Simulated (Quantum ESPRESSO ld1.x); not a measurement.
Atomic calculation for Cd

- system: Cd, configuration typed as [Kr] 4d10 5s2.
- method: radial all-electron Kohn-Sham run of Quantum ESPRESSO ld1.x with rel=1, lsd=1, dft='PZ' as typed

Input:
```
 &input
    zed=48.0,
    iswitch=1,
    rel=1,
    lsd=1,
    dft='PZ',
    config='[Kr] 4d10 5s2',
    verbosity='high',
    beta=1.5,
    prefix='ld1',
    max_out_wfc=37,
    file_charge='ld1.rho',
 /
```

Hardware: 1 CPU thread, shared host.

Launched with:
```bash
OMP_NUM_THREADS=1 ld1.x < ld1.in > ld1.out
```

Log:
```
     Program LD1 v.7.5 starts

     --------------------------- All-electron run ----------------------------

     scalar relativistic calculation

     atomic number is 48.00
     dft =PZ   lsd =1 sic =0 latt =0  beta=1.50 tr2=1.0E-14
     Exchange-correlation= PZ
                           (   1   1   0   0   0   0   0)
     mesh =2061 r(mesh) = 100.36354 a.u. xmin = -8.00 dx = 0.00800
     1 Ry =  13.60569312 eV, c = 137.03599908

     n l     nl                  e(Ry)          e(Ha)          e(eV)
     1 0     1S 1( 1.00)   -1947.233178372    -973.616589186 -26493.4570638
     2 0     2S 1( 1.00)    -289.158024608    -144.579012304  -3934.1953469
     2 1     2P 1( 3.00)    -259.625990946    -129.812995473  -3532.3915596
     3 0     3S 1( 1.00)     -53.856681966     -26.928340983   -732.7574875
     3 1     3P 1( 3.00)     -44.168674864     -22.084337432   -600.9454358
     4 0     4S 1( 1.00)      -7.779290278      -3.889645139   -105.8426362
     4 1     4P 1( 3.00)      -4.923378258      -2.461689129    -66.9859737
     3 2     3D 1( 5.00)     -28.959204513     -14.479602256   -394.0100497
     4 2     4D 1( 5.00)      -0.874319798      -0.437159899    -11.8957269
     5 0     5S 1( 1.00)      -0.438149650      -0.219074825     -5.9613297
     1 0     1S 2( 1.00)   -1947.233178372    -973.616589186 -26493.4570638
     2 0     2S 2( 1.00)    -289.158024608    -144.579012304  -3934.1953469
     2 1     2P 2( 3.00)    -259.625990946    -129.812995473  -3532.3915596
     3 0     3S 2( 1.00)     -53.856681966     -26.928340983   -732.7574875
     3 1     3P 2( 3.00)     -44.168674864     -22.084337432   -600.9454358
     4 0     4S 2( 1.00)      -7.779290278      -3.889645139   -105.8426362
     4 1     4P 2( 3.00)      -4.923378258      -2.461689129    -66.9859737
     3 2     3D 2( 5.00)     -28.959204513     -14.479602256   -394.0100497
     4 2     4D 2( 5.00)      -0.874319798      -0.437159899    -11.8957269
     5 0     5S 2( 1.00)      -0.438149650      -0.219074825     -5.9613297

     final scf error:  9.9E-15 reached in  26 iterations

     Etot =  -11179.219766 Ry,   -5589.609883 Ha, -152101.033491 eV
     Total magnetization:    0.00 Bohr mag.

     Ekin =   11629.874883 Ry,    5814.937442 Ha,  158232.508721 eV
     Encl =  -27039.622760 Ry,  -13519.811380 Ha, -367892.809436 eV
     Eh   =    4528.931568 Ry,    2264.465784 Ha,   61619.253086 eV
     Exc  =    -298.403457 Ry,    -149.201728 Ha,   -4059.985862 eV

     normalization and overlap integrals

     s(1S/1S) =  1.000000  <r> =   0.0304  <r2> =    0.0013  r(max) =   0.0197
     s(1S/2S) = -0.012066
     s(1S/3S) = -0.005007
     s(1S/4S) = -0.002196
     s(1S/5S) = -0.000603
     s(2S/2S) =  1.000000  <r> =   0.1318  <r2> =    0.0205  r(max) =   0.1118
     s(2S/3S) = -0.003060
     s(2S/4S) = -0.001294
     s(2S/5S) = -0.000353
     s(2P/2P) =  1.000000  <r> =   0.1149  <r2> =    0.0161  r(max) =   0.0893
     s(2P/3P) = -0.002503
     s(2P/4P) = -0.000975
     s(3S/3S) =  1.000000  <r> =   0.3590  <r2> =    0.1474  r(max) =   0.3239
     s(3S/4S) = -0.000857
     s(3S/5S) = -0.000229
     s(3P/3P) =  1.000000  <r> =   0.3576  <r2> =    0.1484  r(max) =   0.3163
     s(3P/4P) = -0.000712
     s(4S/4S) =  1.000000  <r> =   0.8784  <r2> =    0.8751  r(max) =   0.7936
     s(4S/5S) = -0.000139
     s(4P/4P) =  1.000000  <r> =   0.9598  <r2> =    1.0568  r(max) =   0.8460
     s(3D/3D) =  1.000000  <r> =   0.3350  <r2> =    0.1335  r(max) =   0.2652
     s(3D/4D) = -0.000429
     s(4D/4D) =  1.000000  <r> =   1.2925  <r2> =    2.0445  r(max) =   0.9771
     s(5S/5S) =  1.000000  <r> =   2.8667  <r2> =    9.5110  r(max) =   2.3182
     s(1S/1S) =  1.000000  <r> =   0.0304  <r2> =    0.0013  r(max) =   0.0197
     s(1S/2S) = -0.012066
     s(1S/3S) = -0.005007
     s(1S/4S) = -0.002196
     s(1S/5S) = -0.000603
     s(2S/2S) =  1.000000  <r> =   0.1318  <r2> =    0.0205  r(max) =   0.1118
     s(2S/3S) = -0.003060
     s(2S/4S) = -0.001294
     s(2S/5S) = -0.000353
     s(2P/2P) =  1.000000  <r> =   0.1149  <r2> =    0.0161  r(max) =   0.0893
     s(2P/3P) = -0.002503
     s(2P/4P) = -0.000975
     s(3S/3S) =  1.000000  <r> =   0.3590  <r2> =    0.1474  r(max) =   0.3239
     s(3S/4S) = -0.000857
     s(3S/5S) = -0.000229
     s(3P/3P) =  1.000000  <r> =   0.3576  <r2> =    0.1484  r(max) =   0.3163
     s(3P/4P) = -0.000712
     s(4S/4S) =  1.000000  <r> =   0.8784  <r2> =    0.8751  r(max) =   0.7936
     s(4S/5S) = -0.000139
     s(4P/4P) =  1.000000  <r> =   0.9598  <r2> =    1.0568  r(max) =   0.8460
     s(3D/3D) =  1.000000  <r> =   0.3350  <r2> =    0.1335  r(max) =   0.2652
     s(3D/4D) = -0.000429
     s(4D/4D) =  1.000000  <r> =   1.2925  <r2> =    2.0445  r(max) =   0.9771
     s(5S/5S) =  1.000000  <r> =   2.8667  <r2> =    9.5110  r(max) =   2.3182

     ------------------------ End of All-electron run ------------------------
```

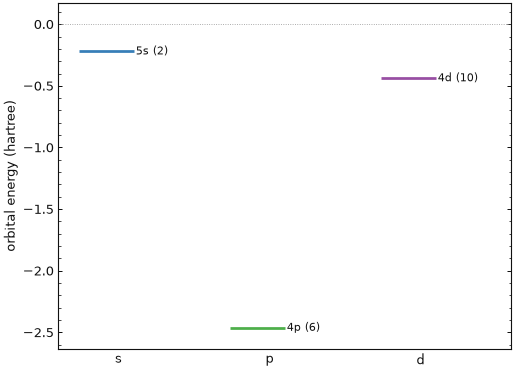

Figure 1. The outer levels are drawn by angular momentum (occupations in brackets). They are the filled levels of this odd run. The highest occupied level is 5s at −0.219 hartree. From the top down the occupied levels run 5s (−0.219 hartree), 4d (−0.437 hartree), 4p (−2.46 hartree).

Outcome:

```
                   quantity                value
                    outcome            converged
               total energy   −5589.6099 hartree
             kinetic energy    5814.9374 hartree
    electron–nucleus energy  −13519.8114 hartree
             Hartree energy    2264.4658 hartree
exchange–correlation energy  −149.201729 hartree
             SCF iterations                   26
                  wall time               0.94 s
```

What is odd here:

This input holds a deliberate oddity: mixing too large. The program ran to the end, and its total energy equals that of the same run with the usual input (−5589.60988 hartree) within 10⁻⁵ hartree, so the oddity leaves no trace in it.
